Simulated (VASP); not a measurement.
Band structure of TiH2 (space group I4/mmm). All values below come from PBEsol GGA, VASP's PBE PAW potentials (set 64) (plane waves; VASP).

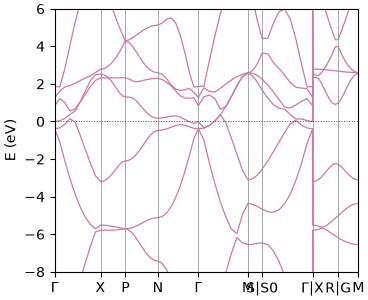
*Bands along high-symmetry lines, zero at the valence-band maximum or, without a gap, the Fermi level*

Question: Read the plot: is there a gap, and where are the band edges?

Answer: It has no gap at this level: it comes out as a metal or semimetal. (Edges off the drawn lines would not show.)

The structure comes from a measured TiH2 entry (I4/mmm) of the Crystallography Open Database, whose conditions weren't checked. It was relaxed first.
